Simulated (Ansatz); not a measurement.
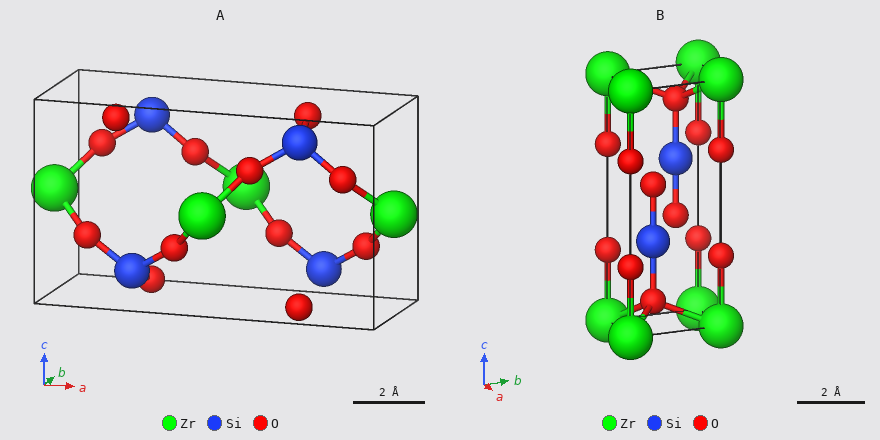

Two structures of ZrSi2O6, each relaxed to rest (conventional cells in solid outline, small ones repeated, not to one scale). Method: DFT PBE, scalar-relativistic, plane waves, PAW in Ansatz, without spin polarisation.

Name structures A and B.

Answer. A: 18 atoms a cell on a base-centred monoclinic lattice, C2. B: 9 atoms a cell on a primitive hexagonal lattice, P-3m1.

Compare their energies: which is lower?

Answer. A is lower, by 833 meV/atom at this level of theory (energies at zero smearing). Volumes: A 16.3, B 9.2 Å³/atom.

One or both may be structure types tried for this composition rather than known phases.
